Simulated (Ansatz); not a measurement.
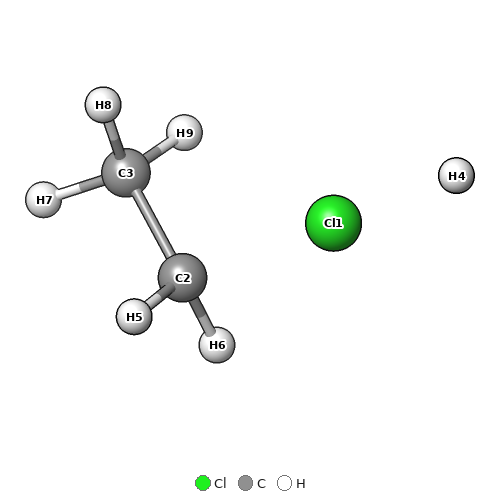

The system is the reacting system C2H6Cl (fragments C₂H₅Cl + H where the first distance is long, ClH + C₂H₅ where the second is long), spin multiplicity 2; the picture shows the reference structure. 
- The first coordinate is: distance Cl1–H4 (bond that forms); the second: distance Cl1–C2 (bond that breaks).
- Relaxed at each point: all other coordinates.
- The grid has 9 × 9 points.
- Points are written as (first, second).
- All energies are given in kJ/mol relative to a guessed transition structure relaxed with its forming and breaking bonds held.
- These are results of Ansatz 0.2.0, UKS PBE0-D4/def2-SVP, not measurements.

Its coordinates:

```xyz
9

Cl   -1.5962   -0.0273   -0.8553
C     0.3036    0.5262   -0.3771
C     0.7651   -0.3239    0.7603
H    -3.1454   -0.5073   -1.2205
H     0.1648    1.5900   -0.1538
H     0.8181    0.3685   -1.3317
H     1.7965   -0.0457    1.0424
H     0.1270   -0.1908    1.6458
H     0.7665   -1.3897    0.4901
```

Range: distance Cl1–H4 (bond that forms) from 1.197 to 2.997 Å; distance Cl1–C2 (bond that breaks) from 1.602 to 3.102 Å.

Predict the map.

Answer. The lowest grid point is at (1.331 Å, 3.102 Å), −105 kJ/mol from a guessed transition structure relaxed with its forming and breaking bonds held. It lies in a valley that leaves the map towards separated partners. The energy also falls towards the edge at (2.997 Å, 1.867 Å) (76 kJ/mol above the lowest), where a further well may lie outside the range. The highest grid point, (1.197 Å, 1.602 Å), lies 377 kJ/mol above the lowest. On the interpolated surface the lowest path from the side where the first distance is long, about (3.00 Å, 1.79 Å), to the side where the second distance is long, (1.331 Å, 3.102 Å), has its top at about (1.67 Å, 1.96 Å), about 34 kJ/mol above the start and 107 kJ/mol above the end.

| second ↓, first → | 1.197 | 1.331 | 1.515 | 1.725 | 1.954 | 2.197 | 2.453 | 2.720 | 2.997 |
| --- | --- | --- | --- | --- | --- | --- | --- | --- | --- |
| 3.102 | −93 | −105 | −55 | 33 | 122 | 183 | 215 | 230 | 237 |
| 2.871 | −89 | −103 | −55 | 29 | 109 | 161 | 187 | 200 | 205 |
| 2.649 | −79 | −95 | −51 | 24 | 92 | 132 | 151 | 158 | 161 |
| 2.436 | −59 | −79 | −43 | 20 | 70 | 95 | 104 | 106 | 107 |
| 2.233 | −25 | −52 | −29 | 13 | 40 | 50 | 52 | 52 | 52 |
| 2.042 | 27 | −12 | −11 | 3 | 8 | 7 | 4 | 3 | 3 |
| 1.867 | 96 | 38 | 12 | −1 | −12 | −21 | −26 | −29 | −30 |
| 1.713 | 181 | 104 | 52 | 20 | −2 | −16 | −23 | −26 | −27 |
| 1.602 | 272 | 180 | 113 | 70 | 42 | 26 | 17 | 14 | 12 |

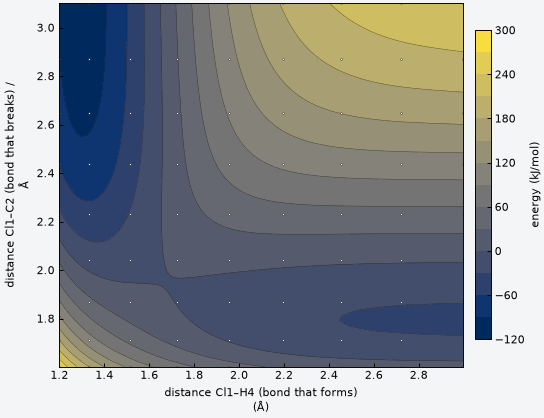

Drawn: filled contours, dots at the grid points. Between grid points the surface is interpolated.

Each point was launched as `ansatz run input.yaml --threads 1 --pin off --max-ram 2560MiB --backend cpu --events-out ev --progress --plain --runs-dir out`. The whole map (81 points run) took 29 min on 1 thread of Arm Neoverse V2 (shared host).
